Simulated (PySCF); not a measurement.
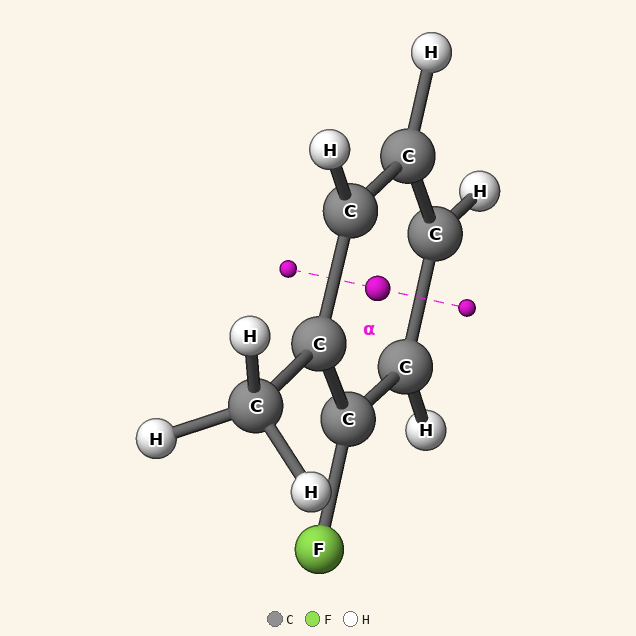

The small points mark where nucleus-independent chemical shifts (NICS) were computed: at the centre of each lettered ring and 1 Å above and below it. The geometry was computed by an optimisation with GFN2-xTB. No frequency run is at hand to confirm it as a minimum. Properties computed with GIAO PBE0/pcSseg-1 NMR shielding, non-relativistic, gas phase (PySCF 2.14.0).

Give NICS(0), NICS(1) and the out-of-plane component NICS(1)zz for each ring (means of the two sides).

```json
{"ring": "α", "members": "C6", "NICS(0)": "−10.3", "NICS(1)": "−11.5", "NICS(1)zz": "−28.1"}
```

Values in ppm.

What do the values say about the ring currents?

Ring α: diatropic, as in an aromatic ring. NICS is one index among several.
